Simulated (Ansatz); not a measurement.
## Nudged elastic band, with input and output: GaPH₆O₂ (part 2 of 2)

Continued. System: GaPH₆O₂. Method: RKS CAM-B3LYP-D4/def2-SVP (Ansatz 0.2.0). The run did not end well. It belongs to a series of runs on one base structure; here: band between the two ends.

Geometry of the input (Å):
```
Ga 0.1123  -0.4626  0.0766
H  0.3954  -1.2095  1.4070
O  1.3542  0.0048  -1.1020
H  2.2598  -0.2178  -0.8618
O  -1.5049  -0.0261  -0.5100
H  -2.2365  -0.2683  0.0676
P  0.3102  2.9430  1.1652
H  0.5558  1.9317  2.1426
H  1.1638  2.3459  0.1948
H  -0.8535  2.3011  0.6543
```

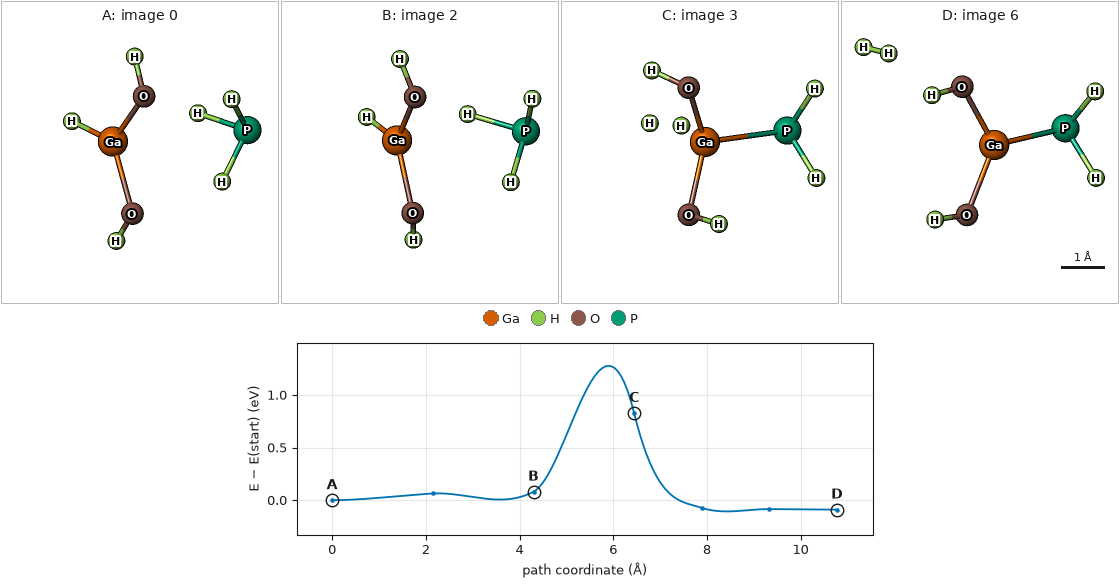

Fig. 1: Images of the last band (counted from 0; ball-and-stick, seen at a tilt) above the energy along the path; the line is a cubic interpolation that uses the forces. The highest image is number 3, 0.828 eV above the start and 0.917 eV above the end (the climbing image); the end lies 0.090 eV below the start. The path is 10.78 Å long. The band had not converged after 60 iterations.

```
Unfinished report: {"positions_ang":[[0.1142263503197941,0.3611148565786201,0.05581909740576041],[-0.011131853495443558,-0.843732926594912,1.671337254227453],[1.6196299766642706,-0.22825128367527475,-0.7348434018693604],[1.8624889822271604,-1.1066341323832884,-0.40736556265542034],[-1.4756222772492829,0.1158837671260526,-0.709159732719167],[-1.429152720621776,0.7860159199572252,-1.4268959572325592],[0.193484202955728,2.3688359452316803,1.3927256447836271],[1.423184520506481,2.858426412003393,0.8707293313820008],[-0.6433472029424995,3.101770450668572,0.501288785337701],[-0.0971609683644318,-0.07132800891207025,2.020667531339964]],"unchecked":["starts","cluster_reference","orbital_swaps","neighbouring_geometries","increment"],"mean_field":{"relativity":"none","state":{"energy":{"ev":-65847.80386526622,"hartree":-2419.8621588040082},"converged":true,"gradient_ev":0.00001779938066062917,"stability":{"kind":"minimum","curvature_ev":27.979433311088002},"curvature_floor_ev":0.00030000000000000003,"spin_squared":-4.263256414560601e-14},"others":[],"fillings":{"estimated":0,"unestimated":0,"tried":0,"untried":0,"excluded_magnetic_sites":0},"n_dropped_functions":0,"n_trapped_functions":0,"passes":{"evaluations":4,"products":26},"factors":{"origin":"Cholesky decomposition","count":1124,"bound_ev":0.0005642098633269699},"gradient_stop_ev":0.00009,"reference_kind":"stationary","functional":{"name":"CAM-B3LYP","citations":["Yanai, Tew & Handy, Chem. Phys. Lett. 393, 51 (2004) doi:10.1016/j.cplett.2004.06.011","Iikura, Tsuneda, Yanai & Hirao, J. Chem. Phys. 115, 3540 (2001) doi:10.1063/1.1383587","Becke, Phys. Rev. A 38, 3098 (1988) doi:10.1103/PhysRevA.38.3098","Lee, Yang & Parr, Phys. Rev. B 37, 785 (1988) doi:10.1103/PhysRevB.37.785","Vosko, Wilk & Nusair, Can. J. Phys. 58, 1200 (1980) doi:10.1139/p80-159"],"text":"name \"CAM-B3LYP\"\ncite \"Yanai, Tew & Handy, Chem. Phys. Lett. 393, 51 (2004) doi:10.1016/j.cplett.2004.06.011\"\ncite \"Iikura, Tsuneda, Yanai & Hirao, J. Chem. Phys. 115, 3540 (2001) doi:10.1063/1.1383587\"\ncite \"Becke, Phys. Rev. A 38, 3098 (1988) doi:10.1103/PhysRevA.38.3098\"\ncite \"Lee, Yang & Parr, Phys. Rev. B 37, 785 (1988) doi:10.1103/PhysRevB.37.785\"\ncite \"Vosko, Wilk & Nusair, Can. J. Phys. 58, 1200 (1980) doi:10.1139/p80-159\"\nparameter alpha = 0.19\nparameter beta = 0.46\nparameter omega = 0.33/bohr\nparameter ac = 0.81\n# Exact exchange under (alpha + beta erf(omega r))/r, Becke's under what is left of 1/r.\nexchange = (1 - alpha - beta)*b88_x + beta*b88_x_sr(omega) + alpha*exact_x + beta*exact_x_lr(omega)\ncorrelation = (1 - ac)*vwn5_c + ac*lyp_c\n","parameters":{"ac":{"value":0.81,"default":0.81},"alpha":{"value":0.19,"default":0.19},"beta":{"value":0.46,"default":0.46},"omega":{"value":0.33,"default":0.33,"unit":"/bohr"}},"final_grid":{"core_spheres":13.0,"valence_spheres":11.0,"degree":36.0},"final_grid_parameter_source":"default","radial_points_factor":1.0,"radial_grid_error_ev":3.761455755150831e-7,"grid_sensitivity":"normal","grid_sensitivity_ratio":0.001105456905326488},"unsmoothed_excess_ev":-0.0001237828771640912,"symmetry":{"irreps":["A"],"axes":[[0.9870954681673371,-0.06368292976347818,0.1469252230906792],[0.06058616871229706,0.9978381791669323,0.025461428820603142],[-0.1482290554657589,-0.016231224647618815,0.9888198493467694]],"occupied":[{"A":34},{"A":34}]},"held":{"pivots":1122,"left_out":0,"joined":2},"density_repulsion":{"missed_ev":0.00001816667639657962,"excess_ev":1.7965134692199044e-10,"most_excess_ev":0.0001836,"are_drawn_again":false,"n_first_factors":1124,"energy_change_ev":0.0,"n_dropped_ends":0}},"factors":{"origin":"Cholesky decomposition","count":1124,"bound_ev":0.0005642098633269699},"n_frozen":0,"n_occupied":[34,34],"n_virtual":[74,74],"reference":{"ev":-65847.80386526622,"hartree":-2419.8621588040082},"dispersion":{"energy":{"ev":-0.18742335813575212,"hartree":-0.006887681371373923},"switches_in_reach":[]},"total":{"ev":-65847.99128862435,"hartree":-2419.86904648538},"forces_ev_per_angstrom":[[0.6910383600424653,1.928692744718595,0.08221624898097558],[-0.3133320069724101,1.230122874806196,1.0724924241053604],[-0.27640597451635546,-0.45933584630807,0.6387937192478834],[0.1631525194519419,0.06033776411186884,-0.35370976457338094],[-0.050053472864095616,0.2545075410147553,-0.6669406213839887],[-0.4684295476038211,-0.6318778722466943,0.34252529125120457],[0.03807428372843826,-0.4021588888634056,-0.4345451654464768],[-0.020153912826566853,0.008402526684598092,-0.032614834219292135],[0.05921325586730483,0.006973298579209272,0.04092158324923309],[0.17689649568191512,-1.9956641424745771,-0.689138881217976]],"charge_distribution":{"dipole_moment_e_ang":[0.12272613161533,-0.25317891371984896,0.21549975073904076],"mulliken_charges_e":[0.4666749821758067,0.01913436124597201,-0.41879740548742106,0.18387411079665583,-0.41296476401472226,0.19147683947876015,-0.12173262962441456,-0.008048673964446085,-0.018520776226202074,0.11890395561994926],"lowdin_charges_e":[-0.588544784272429,0.10400766459473787,0.10071125702238248,-0.002124962391357732,0.09597827208356069,0.01213381987168849,0.18904721741825625,-0.030850935676500324,-0.03117692465779065,0.1508193760073948]},"n_threads":4,"memory_gib":4.261363637633622,"seconds":{"hamiltonian":1.590136762,"orbitals":0.0,"second_order":0.0,"solver_start":0.0,"cycles":0.0,"cycle":0.0,"perturbative":0.0,"full_ci_increment":0.0,"forces":0.0}}
this run last wrote the band of iteration 60 to [file]
Error: NEB band did not converge after 60 iterations: max|band force component| = 1.42e0 eV/Å (threshold 3.0e-2); raise `neb.max_iterations` in a new run, which can start from the last band evaluated (`neb.initial_path`, with `crystal.atoms` and `neb.final_atoms` set to its first and last images), add images, or start from endpoints closer to local minima. Where this run's directory can be resumed (`checkpoint.write`), a resume goes on for up to `neb.max_iterations` more; to start a new run from the last band, take its images' positions from the `neb_iteration` event of iteration 60 (`data.images[].positions_ang`), in the event stream of the run that computed that iteration (not this run's, if it was resumed behind it). With `checkpoint.write`, `steps/00-neb/state/checkpoint.json` in the run directory holds the last saved band, under `neb.evaluated.images[].positions_ang` (a band under a hybrid functional on support functions is neither saved nor resumed: `neb.initial_path` says where its path is): check the last entry of `neb.iterations` there, which is earlier than 60 if that iteration was not saved or its write failed. If the band's step has no `state` directory and holds `state.next`, a write was cut short, and the file is under `state.next` instead (behind a loss of power it can be under `state.prev`)
this run wrote the band of iteration 60 to [file] as well, whether or not its events were kept: a new run's `neb.initial_path` can list its `images[].positions_ang`
a run's events are kept only if it was started with --events-out <file>, and are in that file
```

The last band as extended XYZ (Å, eV, eV/Å):
```
10
Properties=species:S:1:pos:R:3:forces:R:3 image=0 energy=-65848.81910
Ga    0.1123   -0.4626    0.0766   -0.0009   0.0029  -0.0026
H     0.3954   -1.2095    1.4070    0.0008   0.0003   0.0012
O     1.3542    0.0048   -1.1020    0.0018  -0.0017   0.0015
H     2.2598   -0.2178   -0.8618    0.0005   0.0013  -0.0020
O    -1.5049   -0.0261   -0.5100   -0.0016  -0.0020   0.0036
H    -2.2365   -0.2683    0.0676    0.0003   0.0015  -0.0011
P     0.3102    2.9430    1.1652    0.0000  -0.0051  -0.0020
H     0.5558    1.9317    2.1426   -0.0018  -0.0003  -0.0003
H     1.1638    2.3459    0.1948    0.0006   0.0008   0.0018
H    -0.8535    2.3011    0.6543    0.0003   0.0024  -0.0002
10
Properties=species:S:1:pos:R:3:forces:R:3 image=1 energy=-65848.75520
Ga    0.0054   -0.5182   -0.0405    0.0048   0.0178   0.0124
H     0.0420   -1.3689    1.2570   -0.0014  -0.0140  -0.0130
O     1.4359   -0.0363   -0.9744   -0.0090  -0.0148   0.0044
H     2.2818   -0.3404   -0.6283   -0.0037   0.0128  -0.0049
O    -1.4638    0.0853   -0.8241   -0.0044  -0.0010  -0.0067
H    -2.2977   -0.1507   -0.4053   -0.0058  -0.0140   0.0084
P     0.0167    2.8626    1.1848   -0.0014   0.0014  -0.0069
H     1.2612    2.9238    1.8764    0.0022   0.0099   0.0197
H     0.5979    2.2828    0.0238    0.0271  -0.0007  -0.0113
H    -0.3228    1.6022    1.7648   -0.0084   0.0027  -0.0021
10
Properties=species:S:1:pos:R:3:forces:R:3 image=2 energy=-65848.73823
Ga    0.0590   -0.3672   -0.0352    0.0155  -0.1427   0.0536
H    -0.1745   -1.0828    1.3194   -0.0743  -0.0805   0.0048
O     1.6531   -0.2537   -0.7957    0.0222   0.0904  -0.2273
H     2.3841   -0.7807   -0.4593   -0.0838   0.0010   0.1241
O    -1.2002    0.3062   -1.0880    0.2207   0.1207  -0.1202
H    -2.0644    0.4997   -0.7194   -0.1232  -0.0909   0.1245
P     0.1264    2.6653    1.6385   -0.0218  -0.0584   0.0887
H     1.3552    2.5798    0.9263   -0.0147  -0.0590  -0.0254
H    -0.6785    2.5081    0.4735    0.0462  -0.0558   0.0192
H     0.0965    1.2674    1.9741    0.0132   0.2753  -0.0420
10
Properties=species:S:1:pos:R:3:forces:R:3 image=3 energy=-65847.99116
Ga    0.1142    0.3611    0.0558    0.6910   1.9287   0.0822
H    -0.0111   -0.8437    1.6713   -0.3133   1.2301   1.0725
O     1.6196   -0.2283   -0.7348   -0.2764  -0.4593   0.6388
H     1.8625   -1.1066   -0.4074    0.1632   0.0603  -0.3537
O    -1.4756    0.1159   -0.7092   -0.0501   0.2545  -0.6669
H    -1.4292    0.7860   -1.4269   -0.4684  -0.6319   0.3425
P     0.1935    2.3688    1.3927    0.0381  -0.4022  -0.4345
H     1.4232    2.8584    0.8707   -0.0202   0.0084  -0.0326
H    -0.6433    3.1018    0.5013    0.0592   0.0070   0.0409
H    -0.0972   -0.0713    2.0207    0.1769  -1.9957  -0.6891
10
Properties=species:S:1:pos:R:3:forces:R:3 image=4 energy=-65848.89173
Ga    0.1352    0.6524   -0.0958   -0.0717   0.3774   0.0768
H     0.4071   -0.8355    1.8972    0.0243  -0.0732   0.0185
O     1.6257   -0.2965   -0.2729   -0.0921  -0.1573  -0.0525
H     1.4982   -1.1004   -0.7921    0.0820  -0.0123  -0.0116
O    -1.3065    0.0479   -0.9537    0.0351   0.0442  -0.1210
H    -1.9950    0.7069   -1.1116    0.0432  -0.1506   0.0830
P     0.1353    2.5592    1.2017    0.0418  -0.0094  -0.0488
H     1.5308    2.7817    1.0252   -0.0120  -0.0051  -0.0113
H    -0.2408    3.4031    0.1157   -0.0053   0.0106   0.0032
H    -0.2334   -0.5765    2.2206   -0.0454  -0.0244   0.0638
10
Properties=species:S:1:pos:R:3:forces:R:3 image=5 energy=-65848.90338
Ga    0.0862    0.8940   -0.0839    0.0044   0.0032   0.0023
H     0.2987   -1.0027    1.9497    0.0014   0.0011  -0.0005
O     1.3954   -0.3069   -0.2454    0.0056  -0.0025  -0.0005
H     1.2119   -1.1074   -0.7488   -0.0039  -0.0031  -0.0005
O    -1.4827    0.6006   -0.8707   -0.0023   0.0055  -0.0047
H    -1.5884   -0.2053   -1.3877    0.0073   0.0015   0.0067
P     0.3929    2.7578    1.2079   -0.0107   0.0007  -0.0018
H     1.7182    2.9671    0.7305    0.0004  -0.0087  -0.0067
H    -0.2066    3.6131    0.2398   -0.0018   0.0074   0.0028
H    -0.2691   -0.8681    2.4430   -0.0004  -0.0050   0.0028
10
Properties=species:S:1:pos:R:3:forces:R:3 image=6 energy=-65848.90863
Ga    0.0024    1.0973   -0.0970    0.0135  -0.0142   0.0029
H     0.4207   -1.4642    1.9933    0.0026  -0.0022   0.0020
O     1.1611   -0.2545    0.0461   -0.0180   0.0133  -0.0042
H     0.9716   -1.0615   -0.4455    0.0021   0.0009   0.0014
O    -1.4729    0.8821   -1.0668    0.0079  -0.0109   0.0010
H    -1.6109    0.0277   -1.4904   -0.0015   0.0112   0.0028
P     0.3619    3.0337    1.0684   -0.0020   0.0038  -0.0118
H     1.7296    3.0995    0.6756   -0.0081  -0.0038  -0.0003
H    -0.1003    3.8450   -0.0075    0.0044   0.0011   0.0076
H     0.0934   -1.8630    2.5581   -0.0010   0.0009  -0.0014
```

Outcome:

```csv
quantity,value
outcome,not converged
"barrier, forward (band not converged)",0.828 eV
"barrier, backward",0.917 eV
wall time,7.6 min (CPU time 28 min)
peak memory,0.32 GiB
```

Diagnosis:

The run did not converge: “NEB band did not converge after 60 iterations: max|band force component| = 1.42e0 eV/Å (threshold 3.0e-2); raise `neb.max_iterations` in a new run, which can start from the last band evaluated (`neb.initial_path`, with `crystal.atoms` and `neb.final_atoms` set to its first and last images), add images, or start from endpoints closer to local minima …” Its last values are not results.
